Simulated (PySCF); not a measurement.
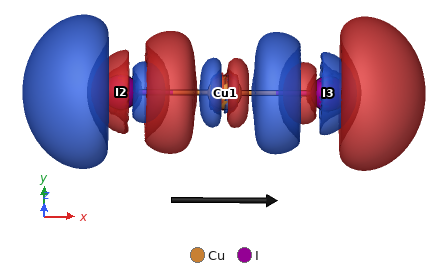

Figure. [CuI2]- (CuI₂, charge −1). Change of the electron density in a uniform field of 0.10 V/Å along +x (arrow), surfaces at ±0.0005 e/Å³ (blue: gain, red: loss).

Method: BLYP/def2-SVPD; geometry: GFN2-xTB; program: PySCF. Core potentials replace the inner electrons of I; spin–orbit coupling isn't included. This is a single-reference result, which may miss multireference character in this system. No frequency check shows the geometry to be a minimum. For an anion such functionals hold the outermost electrons too loosely, so the response is rough. GFN2-xTB bond lengths at metals and heavier atoms can be off by up to 0.1 Å and shapes distorted, which carries into these values.

Geometry (Å), atoms numbered from 1:

```
Cu1      0.0005    0.0003    0.0000
I2      -2.5240   -0.0001    0.0000
I3       2.5237   -0.0001    0.0000
```

What dipole is induced, and what polarisability does it imply?

The induced dipole is 0.94 D (along the field); α along this axis, from the fields in both directions, is 185 bohr³ (27.4 Å³).

Which atoms gain and lose the most charge?

Electrons gather most on I2 (Hirshfeld charge changes by −0.023 e) and leave I3 most (+0.023 e); 0.045 electrons are displaced in all.
